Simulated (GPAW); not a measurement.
Two runs for the Ru L₃ edge of atom 1 in Ru (Ruthenium, P6_3/mmc). Run A: GPAW, PBE, excited-electron core hole (neutral cell), 16-atom cell with 6.3 Å between holes, 3×3×3 k points, dipole transitions, Gaussian full width 2 eV up to 4 eV, rising linearly to 3.5 eV at 25 eV. Run B differs in one choice.

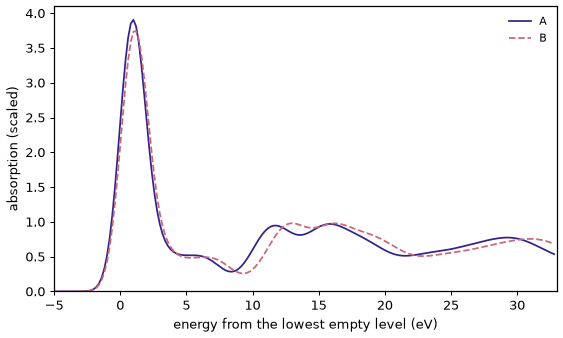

Energy from the lowest empty level; intensity scaled to a mean of 1 over the first 20 eV.

Q: What was changed?
a) the broadening
b) the size of the supercell
c) the volume of the cell
d) the k mesh of the spectrum

(c): run B changes the volume scale from 1 to 0.91. The scaled spectrum changes by 11 % r.m.s. The highest intensity below 24 eV goes from 1.0 eV (3.91) to 1.2 eV (3.74). Other settings could leave a like mark; this is the one that was changed.

[Hosts, paths, dates, database ids (printed as entryN), source tags and the programs' standing remarks are cut or masked in the printed files.]

[Lists of maxima count a maximum above −3 eV only where it reaches 4 % of the highest in the window and stands out from its surroundings by 2 % of it (1.5 % where it reaches 55 %); shoulders and weaker maxima are passed over, and of the rest the first, up to two pre-edge ones and the few strongest are named.]
